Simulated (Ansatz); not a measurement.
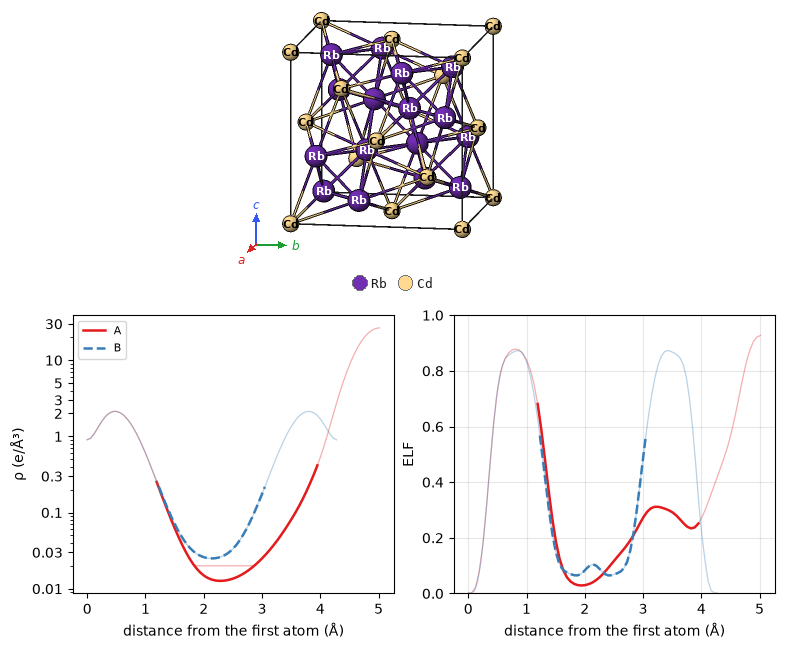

Figure. Rb$_{2}$Cd. Valence electron density and ELF along straight lines between neighbouring atoms. Thin, pale parts lie inside the atomic spheres. The structure is drawn too.

Space group Fd-3m; started from the cubic Laves (C15)_227 prototype, which need not be the ambient phase.

Level of theory: DFT PBE, scalar-relativistic, plane waves, PAW (Ansatz).

Core electrons are frozen (PAW), and the valence fields are smoothed inside the atomic spheres.

### Which curve belongs to which contact (Rb–Cd and Rb–Rb)? The first atom named is at distance zero.

Curve A: Rb–Cd (5.02 Å): ρ at the midpoint is about 0.01 e/Å³; the ELF is about 0.10 at the midpoint: no localised pair shows between them. Curve B: Rb–Rb (4.28 Å): ρ is about 0.03 e/Å³ halfway; the ELF is about 0.10 at the midpoint; no shared electron pair shows on this line.
